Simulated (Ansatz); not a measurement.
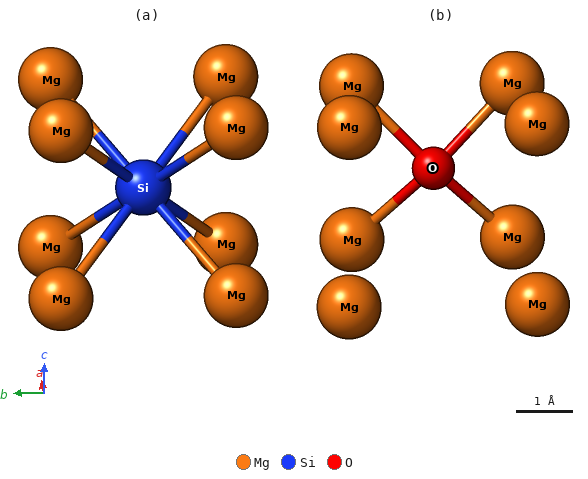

Left: perfect Mg2Si. Right: the same region with one point defect, after relaxing the atoms in a supercell of 96 sites. A ball-and-stick model of the atoms within 3.3 Å of one point, seen from a free direction.

Level of theory: Ansatz 0.2.0, DFT, PBEsol, PAW, plane waves. Settings: plane-wave cutoff 420 eV; k-point mesh 1 × 1 × 1; mesh shifted by (0.25, 0.25, 0.25); collinear spin. Fermi-Dirac smearing of 0.01 eV. A uniform background neutralises the charged cell. The axes drawn are those of the host's conventional cell.

### Which defect is it?

A silicon atom is replaced by oxygen.

The charge state of the cell is +2.

### What does the relaxation do around it?

In the host the Si atom has 8 Mg at 2.74 Å; the O atom ends with 4 Mg at 2.09 to 2.10 Å. Of the host's atoms, a magnesium atom moves furthest from its site, by 0.24 Å. The O atom itself moves 1.18 Å from where it was put. The cell ends without a net magnetic moment.

Limits of the set-up: the cell is charged, on a uniform background, and energies carry no finite-size correction.
